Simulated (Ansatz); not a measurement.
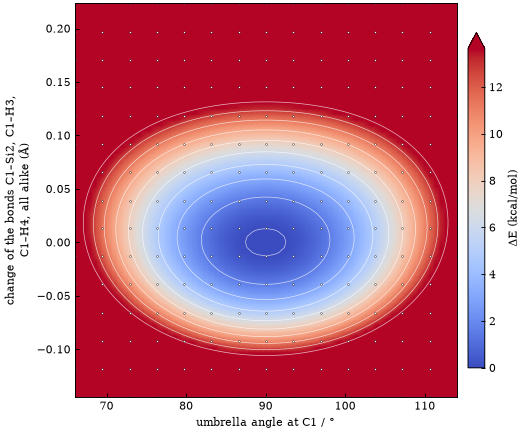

CH₃Si, SMILES C=[SiH-], charge −1. Coordinates scanned: (1) umbrella angle at C1 (between each of its bonds and their common axis; 90 is planar); (2) change of the bonds C1–Si2, C1–H3, C1–H4, all alike. Nothing is relaxed (all other coordinates rigid). The grid has 15 × 15 points; 120 points were computed and 105 follow by symmetry. Points are written as (first, second). All energies are given in kcal/mol relative to the lowest grid point. These are results of RKS B3LYP-D4/def2-TZVPD in Ansatz 0.2.0, not measurements.

In the figure: a smooth colour map with a few white contour lines, dots at the grid points, one colour for all values above the top of the scale. Between grid points the surface is interpolated.

Question: Estimate the position of the minimum and the force constants in these coordinates.

Answer: The interpolated minimum is at the first coordinate ≈ 90.0°, the second coordinate ≈ 0.000 Å. The curvatures there are about 7.6 eV/rad² and 93 eV/Å², with a cross term of about 0 eV/(rad·Å). Round the minimum the two coordinates are nearly uncoupled. (1 eV is 23.1 kcal/mol.)
